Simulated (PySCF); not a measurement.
# From one method to the next for BSe⁺ (triplet)

Starting from one script, swap the method and compare what comes out for BSe⁺ (triplet).

Method: method and basis as typed in the scripts; program: PySCF 2.14.0.

### 1 The system as given

BSe⁺ (triplet): 2 atoms, charge 1, spin multiplicity 3.

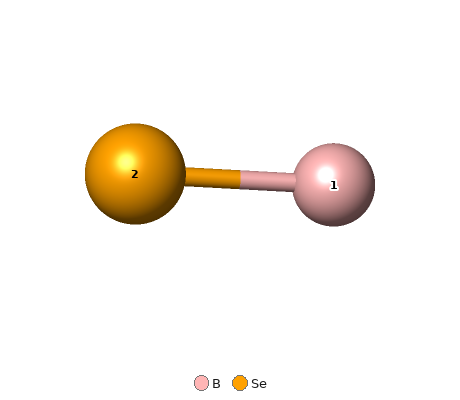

Start geometry, drawn with boron pink, selenium orange; atoms are numbered from 1 in the order of the file.

### 2 The run that the others are compared with

Input file input.py:

```python
from pyscf import gto, scf, cc

mol = gto.M(
    atom='B 0 0 0; Se 0 0 2.131',
    basis='cc-pvdz-dk',
    charge=1,
    spin=2,
    verbose=3,
)
mf = scf.UHF(mol)
mf = mf.sfx2c1e()
mf = mf.density_fit(auxbasis='def2-universal-jkfit')
mf.kernel()
mycc = cc.CCSD(mf, frozen=10)
mycc.kernel()
e = mycc.eaccsd(nroots=3)[0]
print('roots (eV) =', (e*27.211386).round(3))
mf.dip_moment()
print('orbital energies (hartree):', [e[max(0, n-3):n+3].round(4) for e, n in zip(mf.mo_energy, mol.nelec)])
```

The run is started by

```console
> python input.py
```

### 3 CASCI (ROHF)

Edit 1 changes step after the SCF: eomea → casci; SCF type: UHF → ROHF; active space: none → 4 electrons in 6 orbitals.

Input file input.py:

```python
from pyscf import gto, scf, mcscf

mol = gto.M(
    atom='B 0 0 0; Se 0 0 2.131',
    basis='cc-pvdz-dk',
    charge=1,
    spin=2,
    verbose=3,
)
mf = scf.ROHF(mol)
mf = mf.sfx2c1e()
mf = mf.density_fit(auxbasis='def2-universal-jkfit')
mf.kernel()
mc = mcscf.CASCI(mf, 6, 4)
mc.kernel()
mc.analyze()
mf.dip_moment()
print('orbital energies (hartree):', mf.mo_energy[..., max(0, mol.nelec[1]-3):mol.nelec[0]+3].round(4))
```

### 4 B3lyp (UKS)

Edit 2 changes functional: none (Hartree–Fock) → b3lyp; SCF type: UHF → UKS; step after the SCF: eomea → analyze.

Input file input.py:

```python
from pyscf import gto, dft

mol = gto.M(
    atom='B 0 0 0; Se 0 0 2.131',
    basis='cc-pvdz-dk',
    charge=1,
    spin=2,
    verbose=3,
)
mf = dft.UKS(mol, xc='b3lyp')
mf = mf.sfx2c1e()
mf = mf.density_fit(auxbasis='def2-universal-jkfit')
mf.kernel()
mf.analyze()
print('orbital energies (hartree):', [e[max(0, n-3):n+3].round(4) for e, n in zip(mf.mo_energy, mol.nelec)])
```

### 5 CCSD

Edit 3 changes step after the SCF: eomea → ccsd; frozen orbitals: 10 → none.

input.py, as its differences from that of step 2:

```diff
@@ -13,6 +13,4 @@
 mf.kernel()
-mycc = cc.CCSD(mf, frozen=10)
+mycc = cc.CCSD(mf)
 mycc.kernel()
-e = mycc.eaccsd(nroots=3)[0]
-print('roots (eV) =', (e*27.211386).round(3))
 mf.dip_moment()
```

Before running it: what results should come out? Wanted: for each run, E(SCF); from base; gap, α spin; after the SCF.

**Answer**, as computed:

| run | E(SCF) (hartree) | from base (eV) | gap, α spin (eV) | after the SCF |
| --- | --- | --- | --- | --- |
| base | -2452.268636 | 0 | 11.02 | CCSD correlation -4.599 eV, core frozen, first root -9.30 eV |
| CASCI (ROHF) | -2452.260232 | +0.2287 | n/a | CASCI correlation -0.306 eV |
| b3lyp (UKS) | -2454.207710 | not comparable | 4.45 | n/a |
| CCSD | -2452.268636 | 0.0000 | 11.02 | CCSD correlation -4.854 eV |

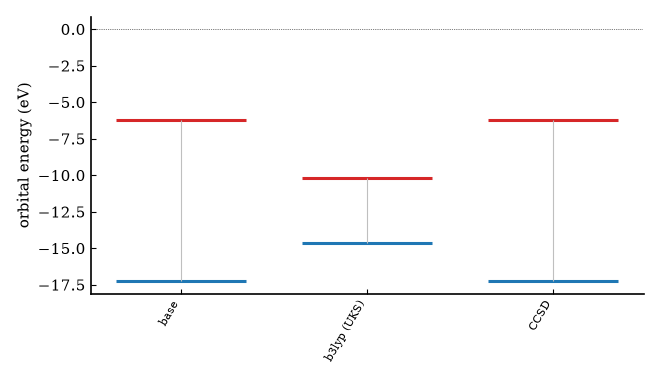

Highest filled (blue) and lowest empty (red) level of each run. Open-shell runs show the α spin alone.

In words: A lower total energy from another functional means nothing by itself.
